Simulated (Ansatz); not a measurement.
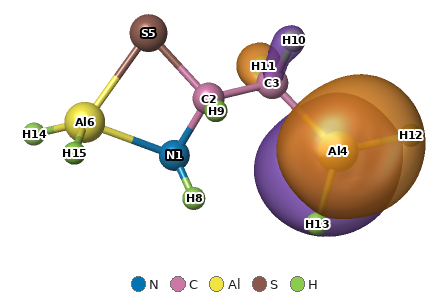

The picture shows: C2H9Al2NS. One frontier orbital at ±0.1 Å⁻³ᐟ² (orange and purple are the two phases), seen across its widest extent.

These are results of RKS PBE-D4/def2-SVP in Ansatz, not measurements.

```xyz
15

N    -1.0542   -0.1268    0.1515
C     0.2078    0.5685   -0.2855
C     1.4276   -0.3412   -0.3724
Al    1.9564   -1.3248    1.2660
S    -0.2633    1.3634   -1.8964
Al   -2.2837    1.2293   -0.8212
H    -1.1234   -1.0366   -0.3319
H    -1.0771   -0.3103    1.1684
H     0.3747    1.3684    0.4688
H     2.3013    0.2639   -0.7043
H     1.2781   -1.0680   -1.2079
H     3.3778   -2.0490    1.3569
H     0.9163   -1.4017    2.4913
H    -3.4904    0.4603   -1.5458
H    -2.5697    2.3537    0.2918
```

Which orbital is it: HOMO or LUMO?

The LUMO, at −2.78 eV. Its weight (Hirshfeld) is mainly on Al4 (about 75 %).
